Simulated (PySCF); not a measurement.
**C4H16N2OSi2: NMR shifts**

Wanted: the NMR shifts of C4H16N2OSi2 (`CC[Si](C)(C)O[SiH](N)N`), by calculation.

The runs use PySCF 2.14.0, with density-fitted response routines of our own; the level of theory stands in each step. All values are computed, except where a source is named. Atoms are numbered from 0 throughout.

## 1. Starting geometry

25 atoms, charge 0, multiplicity 1; geometry from: GFN2-xTB.

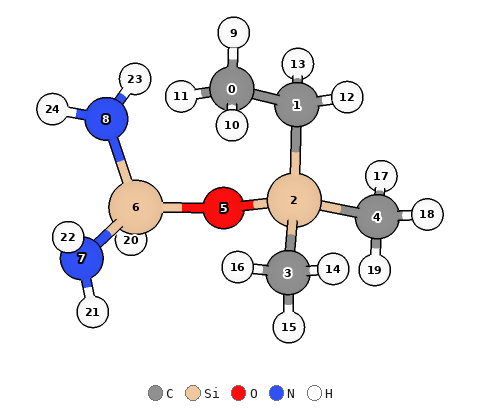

As it starts; carbon grey, silicon light orange, oxygen red, nitrogen blue, hydrogen white, atoms numbered.

## 2. Shielding tensors: PBE0/pcSseg-1

The job: settings as JSON, then the geometry in Å.

```
{"job": {"kind": "nmr", "xc": "PBE0", "basis": "pcSseg-1"}, "charge": 0, "multiplicity": 1}
C      1.533418     1.186291     1.319168
C      1.702640     0.962940    -0.180266
Si     0.611470    -0.451831    -0.860531
C      0.956325    -2.073675     0.083014
C      0.889145    -0.689197    -2.727161
O     -0.961423    -0.071156    -0.688090
Si    -2.266799     0.312211     0.210449
N     -2.611937    -0.691793     1.564073
N     -1.962737     1.861492     0.906261
H      2.126098     2.035217     1.657260
H      1.853515     0.308394     1.874901
H      0.489638     1.378761     1.551642
H      2.753198     0.761883    -0.392955
H      1.457813     1.890735    -0.699779
H      2.001463    -2.362130     0.026946
H      0.369557    -2.892320    -0.323909
H      0.695213    -1.976462     1.132866
H      0.687885     0.223316    -3.278959
H      1.912413    -0.983584    -2.935322
H      0.236807    -1.460947    -3.122589
H     -3.361844     0.155716    -0.740583
H     -2.732639    -1.677323     1.404047
H     -2.094974    -0.542914     2.415314
H     -1.633553     2.584760     0.287630
H     -2.661626     2.235761     1.525708
```

With the program's defaults for keys left out, this is: GIAO PBE0/pcSseg-1 NMR shielding, non-relativistic, gas phase.

On the command line:

```console
OMP_NUM_THREADS=1 python probes_run.py task.json out
```

The driver reads the jobs from task.json and runs them one after another.

What will the session give for the following? 13C shifts against TMS (PBE0/pcSseg-1, means over atoms taken as alike); 1H shifts against TMS (PBE0/pcSseg-1, means over atoms taken as alike); 29Si shifts against TMS (PBE0/pcSseg-1); 17O shifts against H2O (PBE0/pcSseg-1); 15N shifts against NH3 (PBE0/pcSseg-1, means over atoms taken as alike); surface potential, least and greatest. Wanted: 13C shifts against TMS; 1H shifts against TMS; 29Si shifts against TMS; 17O shifts against H2O; 15N shifts against NH3; surface potential, least and greatest.

**Answer**, as computed:

```
                                                               quantity                             value
13C shifts against TMS (PBE0/pcSseg-1, means over atoms taken as alike)                14.0, 8.6, 0.9 ppm
 1H shifts against TMS (PBE0/pcSseg-1, means over atoms taken as alike)  4.91, 1.42, 0.61, 0.50, 0.05 ppm
                                29Si shifts against TMS (PBE0/pcSseg-1)                    7.1, -45.2 ppm
                                 17O shifts against H2O (PBE0/pcSseg-1)                          97.3 ppm
15N shifts against NH3 (PBE0/pcSseg-1, means over atoms taken as alike)                          31.6 ppm
                                  surface potential, least and greatest                -1.13 V and 1.43 V
```
